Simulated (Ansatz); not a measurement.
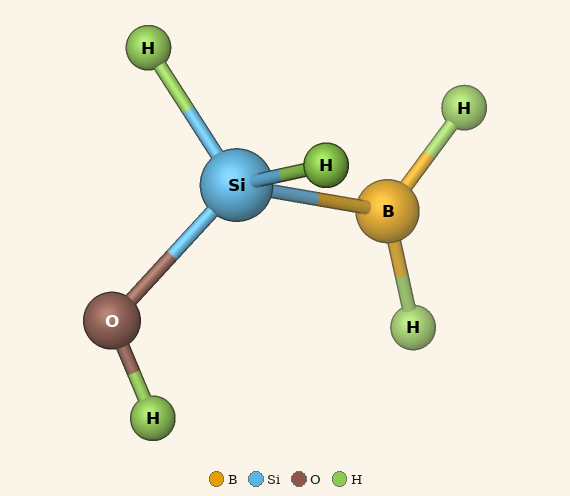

Orthographic view. Depth is shown by fading: the farther an atom, the more it takes the colour of the background. The geometry was computed by an optimisation with PBE-D4/def2-SVP. No frequency run is at hand to confirm it as a minimum.

Question: Give the standard InChI.

Answer: InChI=1S/BH5OSi/c1-3-2/h2H,1,3H2
